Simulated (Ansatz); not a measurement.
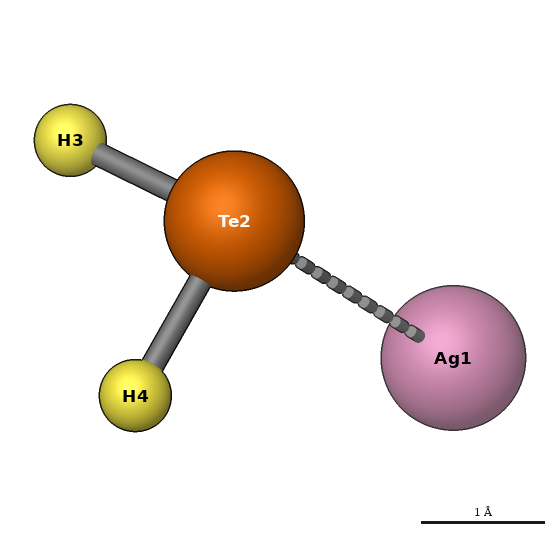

Two molecules or ions; the broken line marks their closest contact (measured against van der Waals radii). The species has charge +1 and is a spin singlet. Geometry: a pair of rigid molecules at a changed separation. Program: Ansatz 0.2.0.

**Which two species are they?**

Ag and H2Te (`[Ag+].[TeH2]`).

**How long is the contact?**

Ag1···Te2 is 3.98 Å.

Give the counterpoise-corrected interaction energy (kcal/mol, monomers kept as in the pair) with RHF-CCSD(T) (frozen core)/def2-TZVPPD; ωB97M-V/def2-TZVPPD.

```json
{"level": "RHF-CCSD(T) (frozen core)/def2-TZVPPD", "interaction energy (kcal/mol)": "−15.7"}
{"level": "ωB97M-V/def2-TZVPPD", "interaction energy (kcal/mol)": "−17.1"}
```
